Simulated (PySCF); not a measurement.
Run report: BSiNH₆O₃, core-level calculation

BSiNH₆O₃, computed with delta-SCF UKS SCAN, pcX-1 on the ionised atom, pcseg-1 elsewhere, spin-free X2C (PySCF 2.14.0).

Figures and captions count atoms from 1; the log counts them from 0 in places.

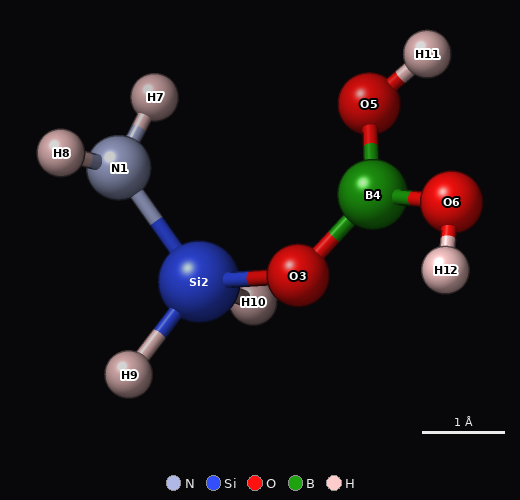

The structure (ball-and-stick view, seen at a tilt; atoms are numbered from 1 in the order of the input). Bond lengths as drawn: B–O 1.36 to 1.37 Å, H–N 1.01 to 1.02 Å, H–O 0.96 Å, H–Si 1.49 Å, N–Si 1.72 Å and O–Si 1.69 Å.

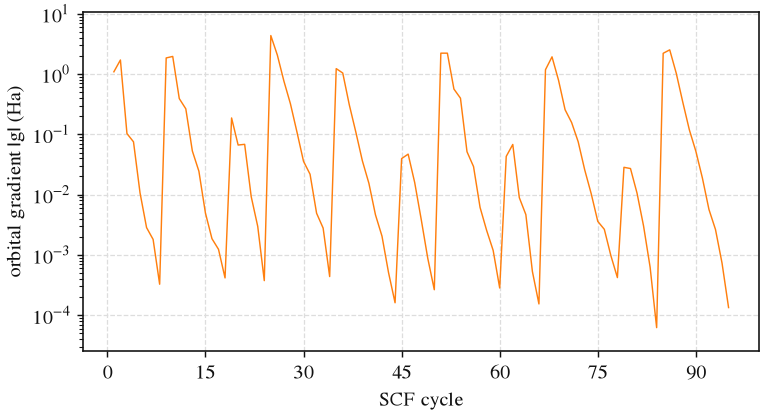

Convergence of the self-consistent field: orbital gradient |g| against the SCF cycle. All cycles printed in the log are drawn one after another.

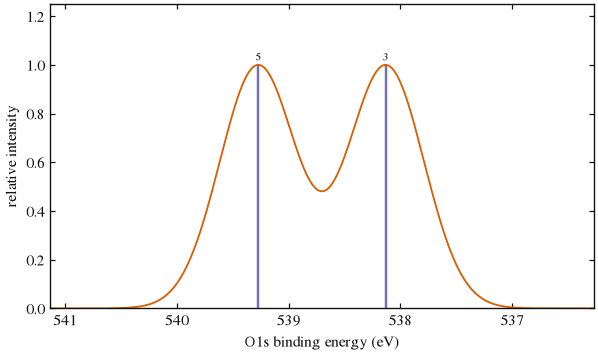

O1s binding energies by ΔSCF of the atoms computed, labelled by atom number, with a Gaussian envelope of 0.8 eV full width. They run from 538.13 eV (atom 3) to 539.28 eV (atom 5).

The input that produced these results follows, with the program's output.

## Input file
```
{"job": {"kind": "xps", "basis": "pcX-1"}, "charge": 0, "multiplicity": 1}
N     -2.006401     0.556312     0.414515
Si    -1.172334    -0.771942    -0.281713
O      0.440589    -0.933046     0.180507
B      1.402130     0.030525     0.162810
O      1.080611     1.304975    -0.217126
O      2.688230    -0.257766     0.517252
H     -1.690162     1.491251     0.176320
H     -2.308660     0.512782     1.381271
H     -1.835668    -2.022308     0.173709
H     -1.192365    -0.631606    -1.763671
H      1.851401     1.880553    -0.206870
H      2.778185    -1.187039     0.749880
```

The first line tells a small driver script what to run in PySCF; the rest is the geometry in Å.

Command:
```bash
OMP_NUM_THREADS=1 python <driver script> task.json out
```

## Log
```
ground state, core basis on atom 0 (N), 128 functions
  cycle   1  E = -598.93018136  |g| = 1.09e+00
  cycle   2  E = -598.59563318  |g| = 1.71e+00
  cycle   3  E = -599.14734460  |g| = 1.03e-01
  cycle   4  E = -599.14843484  |g| = 7.52e-02
  cycle   5  E = -599.14947845  |g| = 1.07e-02
  cycle   6  E = -599.14950595  |g| = 2.84e-03
  cycle   7  E = -599.14950495  |g| = 1.81e-03
  cycle   8  E = -599.14950721  |g| = 3.27e-04
  E(ground) = -599.19569520 Eh
hole in N 1s of atom 0
  cycle   1  E = -583.58953979  |g| = 1.85e+00
  cycle   2  E = -583.08109904  |g| = 1.96e+00
[... 8 cycles left out ...]
  E(ion) = -584.32182250 Eh   <S^2> = 0.7636   hole on atom = 1.000   binding energy = 404.739 eV
ground state, core basis on atom 1 (Si), 140 functions
[... 6 cycles left out ...]
  E(ground) = -599.25645440 Eh
hole in Si 1s of atom 1
[... 10 cycles left out ...]
  E(ion) = -531.35767522 Eh   <S^2> = 0.7520   hole on atom = 1.000   binding energy = 1847.620 eV
hole in Si 2p of atom 1
[... 10 cycles left out ...]
  E(ion) = -595.28786524 Eh   <S^2> = 0.7510   hole on atom = 1.003   binding energy = 107.991 eV
  2p3/2 = 107.749 eV   2p1/2 = 108.371 eV
ground state, core basis on atom 2 (O), 128 functions
[... 6 cycles left out ...]
  E(ground) = -599.19804596 Eh
hole in O 1s of atom 2
[... 10 cycles left out ...]
  E(ion) = -579.42214167 Eh   <S^2> = 0.7609   hole on atom = 1.000   binding energy = 538.130 eV
ground state, core basis on atom 3 (B), 128 functions
[... 6 cycles left out ...]
  E(ground) = -599.19906596 Eh
hole in B 1s of atom 3
[... 12 cycles left out ...]
  E(ion) = -591.91199861 Eh   <S^2> = 0.7691   hole on atom = 1.000   binding energy = 198.291 eV
ground state, core basis on atom 4 (O), 128 functions
[... 6 cycles left out ...]
  E(ground) = -599.19578152 Eh
hole in O 1s of atom 4
[... 1 cycle left out ...]
  cycle   2  E = -576.28144909  |g| = 2.52e+00
  cycle   3  E = -578.84870174  |g| = 1.03e+00
  cycle   4  E = -579.28452040  |g| = 3.41e-01
  cycle   5  E = -579.32390033  |g| = 1.19e-01
  cycle   6  E = -579.32953003  |g| = 5.23e-02
  cycle   7  E = -579.33056478  |g| = 1.88e-02
  cycle   8  E = -579.33068593  |g| = 5.68e-03
  cycle   9  E = -579.33069605  |g| = 2.64e-03
  cycle  10  E = -579.33069715  |g| = 7.32e-04
  cycle  11  E = -579.33069862  |g| = 1.34e-04
  E(ion) = -579.37777228 Eh   <S^2> = 0.7604   hole on atom = 1.000   binding energy = 539.275 eV
```

## Key numbers

| quantity | value |
| --- | --- |
| outcome | converged |
| hardware | 1 CPU thread, shared host |
| wall time | 30 s |
| peak memory | 0.5 GiB |
